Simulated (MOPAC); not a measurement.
C₃H₄In (charge +1): geometry relaxation (part 2 of 2)

C₃H₄In, charge +1; PM6-D3H4, closed shell, dispersion D3H4 (MOPAC 23.2.5). The starting geometry was optimised with PM6-D3H4.

Geometry of the input (Å):
```
C  2.7213  0.1787  0.4994
C  1.6170  -0.2954  0.5387
In -0.2864  -1.1125  0.6089
C  -1.7216  0.0816  -0.4363
H  3.6697  0.5869  0.4649
H  -1.7581  1.0582  0.0648
H  -1.3681  0.1839  -1.4710
H  -2.6910  -0.4291  -0.3914
```

Trajectory as extended XYZ, continued:
```
8
Properties=species:S:1:pos:R:3:forces:R:3 step=11 energy=12.74697
C     2.7661    0.0931    0.5560   -0.2855  -0.2213   0.1242
C     1.7273   -0.5085    0.6900    0.5261   0.2787  -0.0458
In   -0.2259   -0.9588    0.5362   -0.0644   0.2020  -0.1965
C    -1.9140   -0.0204   -0.4273   -0.0289   0.0560  -0.0306
H     3.6423    0.6496    0.4286    0.1990  -0.1424   0.0943
H    -1.9121    0.9525    0.1076   -0.1824   0.0509  -0.0167
H    -1.5077    0.0699   -1.4610   -0.2090  -0.0443   0.0004
H    -2.8864   -0.5290   -0.3806    0.0451  -0.1796   0.0707
8
Properties=species:S:1:pos:R:3:forces:R:3 step=13 energy=12.64162
C     2.8228    0.0421    0.6040   -0.1713  -0.0073   0.0643
C     1.7685   -0.5381    0.6906    0.2204   0.2430  -0.0204
In   -0.2065   -0.9038    0.5080   -0.2987   0.3360  -0.3495
C    -1.9852   -0.0571   -0.4162   -0.1312   0.0653  -0.0333
H     3.6970    0.6134    0.5127    0.2044  -0.2632   0.1021
H    -2.0664    0.9381    0.0705    0.0554  -0.0326   0.0403
H    -1.6617    0.0211   -1.4776   -0.0373  -0.0580   0.0529
H    -2.9329   -0.6111   -0.3167    0.1582  -0.2832   0.1436
8
Properties=species:S:1:pos:R:3:forces:R:3 step=15 energy=12.44988
C     2.9233   -0.0491    0.6958   -0.2290  -0.0904   0.0670
C     1.8229   -0.5438    0.7051   -0.2553   0.2721  -0.1374
In   -0.1858   -0.7950    0.4334    0.0495   0.4918  -0.2424
C    -2.1056   -0.1314   -0.3813   -0.3525  -0.1434   0.0742
H     3.8578    0.4263    0.6826    0.1300  -0.2353   0.0808
H    -2.3060    0.8960    0.0151    0.2137  -0.3578   0.1044
H    -1.9215   -0.0914   -1.4749    0.0393  -0.1125   0.0501
H    -2.9341   -0.8396   -0.1243    0.4043   0.1755   0.0033
8
Properties=species:S:1:pos:R:3:forces:R:3 step=17 energy=12.28747
C     3.0112   -0.1590    0.7885   -0.5492  -0.4155   0.1435
C     1.8484   -0.5029    0.7227    0.1562   0.5037  -0.3149
In   -0.1743   -0.6569    0.3387    0.6719   0.3514   0.1100
C    -2.2207   -0.2484   -0.3275    0.3822  -0.1671  -0.0306
H     4.0408    0.1071    0.8767   -0.4631  -0.1605  -0.0228
H    -2.4736    0.7676    0.0291   -0.0289  -0.1115   0.2359
H    -2.1374   -0.2506   -1.4282   -0.0649  -0.1263  -0.1513
H    -2.8505   -1.0652    0.0643   -0.1043   0.1258   0.0302
8
Properties=species:S:1:pos:R:3:forces:R:3 step=19 energy=12.20457
C     3.0451   -0.2541    0.8551   -0.4294  -0.2446  -0.1117
C     1.8228   -0.4499    0.6780    0.2715   0.2091   0.0336
In   -0.1632   -0.5538    0.2972    0.1878   0.0366  -0.0627
C    -2.2436   -0.3538   -0.3038    0.4866   0.5175  -0.0027
H     4.0733   -0.1275    0.9813   -0.0017   0.0207   0.0675
H    -2.5294    0.6329    0.1233   -0.1015  -0.0418  -0.1520
H    -2.2284   -0.3725   -1.4106   -0.0720   0.0298   0.0137
H    -2.8040   -1.1655    0.1339   -0.3412  -0.5274   0.2143
8
Properties=species:S:1:pos:R:3:forces:R:3 step=21 energy=12.18074
C     3.0640   -0.3034    0.8816   -0.2017  -0.1178  -0.0125
C     1.8146   -0.4215    0.6791    0.3233   0.0781  -0.0031
In   -0.1562   -0.5080    0.2649   -0.0244   0.0215  -0.0386
C    -2.2541   -0.3914   -0.2779    0.0730  -0.0978   0.0783
H     4.0948   -0.2292    1.0493   -0.1342   0.0129   0.0030
H    -2.5818    0.5788    0.1344   -0.1130   0.0720  -0.0102
H    -2.2909   -0.4226   -1.3838   -0.0078  -0.0099   0.0225
H    -2.7863   -1.2461    0.1878    0.0848   0.0410  -0.0394
8
Properties=species:S:1:pos:R:3:forces:R:3 step=23 energy=12.17521
C     3.0629   -0.3183    0.8843   -0.4183  -0.1165   0.0257
C     1.8173   -0.4191    0.6857    0.3406   0.0856  -0.0697
In   -0.1545   -0.4925    0.2536    0.0897  -0.0041   0.0498
C    -2.2512   -0.4062   -0.2648   -0.0635   0.0659  -0.0095
H     4.0872   -0.2535    1.0699   -0.0098   0.0134  -0.0089
H    -2.6025    0.5659    0.1341   -0.0529  -0.0101   0.0257
H    -2.3052   -0.4389   -1.3683    0.0256  -0.0215  -0.0670
H    -2.7773   -1.2640    0.1952    0.0885  -0.0127   0.0539
8
Properties=species:S:1:pos:R:3:forces:R:3 step=25 energy=12.16543
C     3.0544   -0.3546    0.9053   -0.4817  -0.1511   0.0493
C     1.8220   -0.4088    0.6798    0.4176   0.0813  -0.0613
In   -0.1468   -0.4497    0.2268    0.0354  -0.0218   0.0728
C    -2.2538   -0.4386   -0.2429   -0.2407  -0.0786   0.0467
H     4.0739   -0.3468    1.1305    0.0025   0.0631  -0.0450
H    -2.6552    0.5147    0.1568    0.0313  -0.0153  -0.0092
H    -2.3433   -0.4958   -1.3442    0.0500   0.0121  -0.0268
H    -2.7341   -1.3178    0.2457    0.1854   0.1103  -0.0266
8
Properties=species:S:1:pos:R:3:forces:R:3 step=28 energy=12.13488
C     3.0186   -0.3536    0.9071   -0.6568  -0.2341  -0.0169
C     1.8345   -0.4201    0.6696    0.5842   0.1577   0.0230
In   -0.1407   -0.4466    0.2238    0.0504   0.0210   0.0611
C    -2.2513   -0.4353   -0.2368   -0.0705   0.0004   0.0166
H     4.0387   -0.3470    1.1420    0.0581   0.0865  -0.0355
H    -2.6695    0.5119    0.1602    0.0558  -0.0126  -0.0265
H    -2.3298   -0.5022   -1.3378   -0.0172   0.0190  -0.0367
H    -2.6910   -1.3178    0.2650   -0.0040  -0.0378   0.0147
8
Properties=species:S:1:pos:R:3:forces:R:3 step=30 energy=12.12965
C     3.0130   -0.3699    0.9159   -0.0305  -0.0845   0.0200
C     1.8369   -0.4172    0.6605    0.0399   0.0807  -0.0149
In   -0.1373   -0.4363    0.2222   -0.1100   0.0019  -0.0074
C    -2.2567   -0.4436   -0.2359    0.0136  -0.0494   0.0384
H     4.0346   -0.3476    1.1449    0.0510   0.0236  -0.0003
H    -2.6760    0.5021    0.1608    0.0359  -0.0197  -0.0206
H    -2.3370   -0.5111   -1.3388   -0.0143  -0.0034   0.0444
H    -2.6789   -1.3325    0.2774    0.0144   0.0508  -0.0595
8
Properties=species:S:1:pos:R:3:forces:R:3 step=32 energy=12.12831
C     3.0128   -0.3848    0.9206   -0.1013  -0.0074  -0.0202
C     1.8367   -0.4089    0.6585    0.1159   0.0332   0.0163
In   -0.1385   -0.4262    0.2186   -0.0090  -0.0118   0.0133
C    -2.2547   -0.4537   -0.2317    0.0114  -0.0025  -0.0130
H     4.0359   -0.3631    1.1496    0.0120  -0.0095   0.0017
H    -2.6766    0.4904    0.1616   -0.0028   0.0145   0.0075
H    -2.3420   -0.5243   -1.3327   -0.0069  -0.0014  -0.0104
H    -2.6688   -1.3431    0.2797   -0.0193  -0.0150   0.0047
8
Properties=species:S:1:pos:R:3:forces:R:3 step=34 energy=12.12815
C     3.0127   -0.3871    0.9203    0.0214   0.0078   0.0074
C     1.8374   -0.4061    0.6585   -0.0069   0.0156  -0.0084
In   -0.1387   -0.4249    0.2191    0.0077  -0.0075   0.0090
C    -2.2545   -0.4551   -0.2326   -0.0017  -0.0042   0.0001
H     4.0366   -0.3676    1.1495   -0.0043  -0.0116  -0.0028
H    -2.6770    0.4891    0.1616    0.0007  -0.0002  -0.0014
H    -2.3438   -0.5268   -1.3334   -0.0002   0.0035  -0.0045
H    -2.6673   -1.3453    0.2796   -0.0167  -0.0032   0.0005
8
Properties=species:S:1:pos:R:3:forces:R:3 step=36 energy=12.12802
C     3.0139   -0.3855    0.9181    0.0152  -0.0007   0.0054
C     1.8380   -0.4024    0.6591   -0.0257   0.0039  -0.0102
In   -0.1392   -0.4272    0.2219    0.0093   0.0019   0.0000
C    -2.2547   -0.4541   -0.2353    0.0004  -0.0094   0.0011
H     4.0380   -0.3707    1.1447    0.0057  -0.0015   0.0001
H    -2.6740    0.4913    0.1592   -0.0031   0.0010  -0.0019
H    -2.3435   -0.5248   -1.3366    0.0095   0.0050   0.0052
H    -2.6719   -1.3433    0.2752   -0.0113  -0.0001   0.0003
8
Properties=species:S:1:pos:R:3:forces:R:3 step=38 energy=12.12799
C     3.0141   -0.3844    0.9173   -0.0134  -0.0041  -0.0025
C     1.8378   -0.4016    0.6590    0.0111   0.0019  -0.0016
In   -0.1393   -0.4284    0.2231   -0.0031   0.0012  -0.0027
C    -2.2546   -0.4538   -0.2361    0.0012   0.0018   0.0031
H     4.0385   -0.3704    1.1424    0.0053   0.0017   0.0018
H    -2.6721    0.4928    0.1577   -0.0051   0.0002   0.0016
H    -2.3417   -0.5227   -1.3375    0.0092  -0.0009  -0.0006
H    -2.6755   -1.3419    0.2732   -0.0053  -0.0018   0.0008
8
Properties=species:S:1:pos:R:3:forces:R:3 step=40 energy=12.12797
C     3.0138   -0.3848    0.9177    0.0039  -0.0007  -0.0015
C     1.8378   -0.4020    0.6581    0.0040   0.0029   0.0006
In   -0.1392   -0.4280    0.2228   -0.0050  -0.0023   0.0007
C    -2.2544   -0.4541   -0.2354   -0.0029   0.0026   0.0010
H     4.0382   -0.3698    1.1437   -0.0007  -0.0009   0.0003
H    -2.6728    0.4924    0.1580   -0.0031  -0.0003   0.0013
H    -2.3400   -0.5230   -1.3369    0.0041  -0.0014  -0.0018
H    -2.6764   -1.3421    0.2735   -0.0002   0.0001  -0.0005
8
Properties=species:S:1:pos:R:3:forces:R:3 step=42 energy=12.12796
C     3.0142   -0.3841    0.9170    0.0013  -0.0007   0.0003
C     1.8380   -0.4014    0.6581   -0.0009  -0.0001  -0.0011
In   -0.1394   -0.4290    0.2235   -0.0008   0.0008   0.0015
C    -2.2545   -0.4534   -0.2360   -0.0013   0.0005   0.0006
H     4.0386   -0.3692    1.1429    0.0003  -0.0002  -0.0005
H    -2.6723    0.4934    0.1574   -0.0024  -0.0008  -0.0004
H    -2.3385   -0.5221   -1.3376    0.0022   0.0001  -0.0001
H    -2.6782   -1.3410    0.2721    0.0017   0.0004  -0.0002
8
Properties=species:S:1:pos:R:3:forces:R:3 step=45 energy=12.12796
C     3.0142   -0.3844    0.9171    0.0013  -0.0008   0.0002
C     1.8381   -0.4014    0.6578   -0.0024   0.0000  -0.0007
In   -0.1394   -0.4288    0.2235    0.0000   0.0015   0.0017
C    -2.2546   -0.4535   -0.2359    0.0000   0.0007   0.0012
H     4.0385   -0.3696    1.1433    0.0006  -0.0003  -0.0006
H    -2.6730    0.4930    0.1574   -0.0015  -0.0009  -0.0008
H    -2.3383   -0.5224   -1.3375    0.0010   0.0003  -0.0009
H    -2.6779   -1.3413    0.2723    0.0010  -0.0005   0.0000
8
Properties=species:S:1:pos:R:3:forces:R:3 step=47 energy=12.12796
C     3.0142   -0.3847    0.9172    0.0001   0.0001  -0.0007
C     1.8381   -0.4012    0.6577   -0.0016  -0.0010   0.0005
In   -0.1394   -0.4285    0.2235    0.0002   0.0015   0.0016
C    -2.2546   -0.4538   -0.2359    0.0003   0.0008   0.0012
H     4.0385   -0.3702    1.1434    0.0008  -0.0001  -0.0007
H    -2.6734    0.4926    0.1573   -0.0009  -0.0007  -0.0007
H    -2.3381   -0.5228   -1.3375    0.0007   0.0003  -0.0010
H    -2.6775   -1.3417    0.2724    0.0004  -0.0008  -0.0001
8
Properties=species:S:1:pos:R:3:forces:R:3 step=49 energy=12.12795
C     3.0144   -0.3865    0.9162   -0.0023   0.0005  -0.0012
C     1.8381   -0.4008    0.6577   -0.0001  -0.0019   0.0015
In   -0.1397   -0.4266    0.2246    0.0002   0.0011   0.0002
C    -2.2545   -0.4553   -0.2367    0.0023   0.0021   0.0011
H     4.0389   -0.3741    1.1416    0.0022   0.0007  -0.0003
H    -2.6761    0.4903    0.1553    0.0000   0.0002   0.0003
H    -2.3362   -0.5250   -1.3385   -0.0004  -0.0005  -0.0014
H    -2.6757   -1.3439    0.2715   -0.0018  -0.0021  -0.0002
8
Properties=species:S:1:pos:R:3:forces:R:3 step=51 energy=12.12795
C     3.0144   -0.3860    0.9160    0.0014  -0.0001  -0.0003
C     1.8380   -0.4011    0.6580   -0.0017  -0.0001   0.0002
In   -0.1397   -0.4270    0.2248   -0.0001   0.0000   0.0006
C    -2.2544   -0.4549   -0.2369    0.0000   0.0006   0.0002
H     4.0390   -0.3728    1.1409    0.0005   0.0000  -0.0003
H    -2.6753    0.4909    0.1552   -0.0007  -0.0005   0.0000
H    -2.3361   -0.5245   -1.3387    0.0004   0.0002  -0.0001
H    -2.6765   -1.3434    0.2710    0.0002  -0.0001  -0.0002
8
Properties=species:S:1:pos:R:3:forces:R:3 step=53 energy=12.12795
C     3.0146   -0.3867    0.9153   -0.0002   0.0004   0.0002
C     1.8380   -0.4008    0.6582   -0.0002  -0.0009  -0.0003
In   -0.1399   -0.4263    0.2256    0.0001  -0.0001   0.0000
C    -2.2542   -0.4555   -0.2375    0.0003   0.0002   0.0000
H     4.0394   -0.3743    1.1394    0.0004   0.0003  -0.0001
H    -2.6764    0.4900    0.1540   -0.0002  -0.0001   0.0004
H    -2.3349   -0.5254   -1.3394    0.0000   0.0003   0.0000
H    -2.6760   -1.3443    0.2702   -0.0002  -0.0001  -0.0002
```

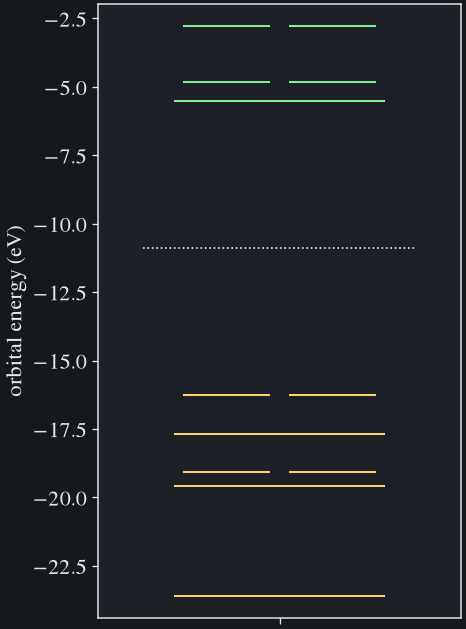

Figure 1. Orbital energies near the frontier; the dotted line parts filled from empty levels, and levels within 0.02 eV of each other stand side by side. Highest filled −16.28 eV, lowest empty −5.51 eV, 10.77 eV apart.

Summary:

```csv
quantity,value
outcome,converged
total energy,−17.108853 hartree
dispersion energy,−0.000279 hartree
heat of formation,279.68 kcal/mol
basis functions,20
largest force,0.001 eV/Å
HOMO,−16.28 eV
LUMO,−5.50 eV
hardware,"1 thread of Arm Neoverse V1, 24 GiB of memory available, shared host"
peak memory,0.091 GiB
```

Remarks:

MOPAC's energies along a path are heats of formation.
